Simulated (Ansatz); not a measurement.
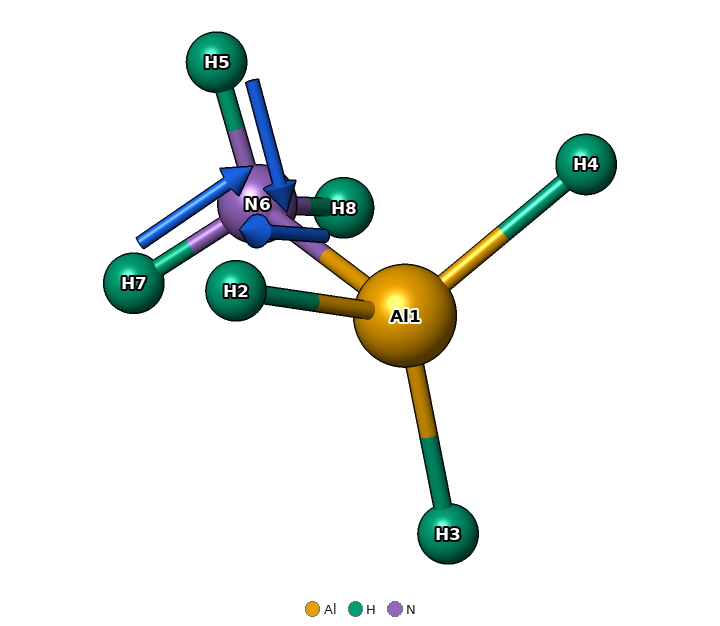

The arrows show one normal mode. Harmonic vibrations computed with RKS PBE0-D4/def2-TZVP (Ansatz 0.2.0) at a stationary point of the same level.

Question: What kind of motion is it?

Answer: Mostly in-phase stretching of 3 N–H bonds.

Question: Estimate its harmonic wavenumber.

Answer: 3489 cm⁻¹; it is mode 16 of 18 counted from the lowest.
